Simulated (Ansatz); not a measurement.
NbP: pressure series

The reference is NbP (space group I4_1md, No. 109).

```cif
data_Nb2P2
_chemical_formula_sum 'Nb2 P2'
_space_group_name_H-M_alt 'P 1'
_space_group_IT_number 1
_cell_length_a 6.18419
_cell_length_b 6.18419
_cell_length_c 6.18419
_cell_angle_alpha 148.598
_cell_angle_beta 148.598
_cell_angle_gamma 45.003
loop_
_space_group_symop_operation_xyz
  'x, y, z'
loop_
_atom_site_label
_atom_site_type_symbol
_atom_site_fract_x
_atom_site_fract_y
_atom_site_fract_z
_atom_site_occupancy
Nb1 Nb 0.99928 0.99928 0.00000 1
Nb2 Nb 0.74928 0.24928 0.50000 1
P1 P 0.41672 0.41672 0.00000 1
P2 P 0.16672 0.66672 0.50000 1
```

Cell and atoms are relaxed at each pressure.

The values are results of plane-wave PAW DFT at the PBE level (Ansatz, an electronic-structure program, 420 eV), no SOC, not measurements.

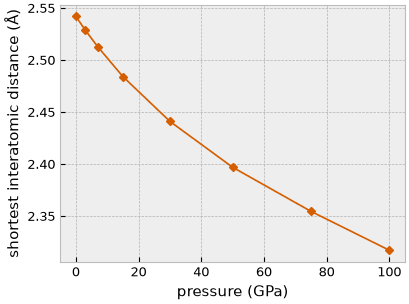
Shortest interatomic distance against pressure

```csv
pressure (GPa),shortest interatomic distance
3,2.529 Å
7,2.513 Å
15,2.484 Å
30,2.441 Å
50,2.397 Å
75,2.355 Å
100,2.317 Å
```

Load acts through the strain it causes; cell and atoms are relaxed under it. Stability against distortions was not tested. No other phases were tried under pressure. All final runs are without spin polarisation.
